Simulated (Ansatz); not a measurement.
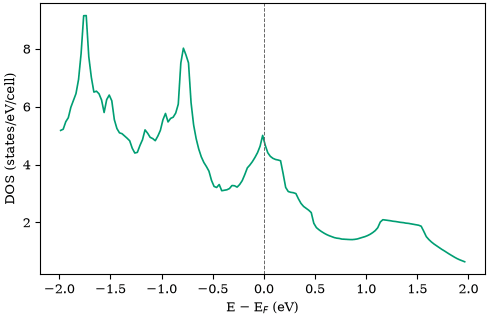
*Density of states of ScIr₃ (Pm-3m) near the Fermi level, Ansatz (a program for electronic structure) with PBEsol, rigid bands.*

With 4 atoms a cell, what bare Sommerfeld coefficient γ = (π²/3) k_B² N(E_F) follows?

N(E_F) ≈ 4.6 states/eV a cell at 300 K, so γ ≈ 2.7 mJ/(mol of atoms·K²), before many-body enhancement (phonons, spin fluctuations, correlation).

How far does the Fermi level move in a rigid band for 0.1 electron a cell added or removed?

22 meV and -22 meV.

A metal at this level (no band gap); rigid bands, thermally averaged at 300 K, both spins. Spin-orbit coupling is left out, which matters with elements this heavy. Geometry: cell and atoms relaxed with PBEsol.

Computed structure with no diffraction record at hand here (it may be known, metastable or hypothetical): ScIr3 (Pm-3m).
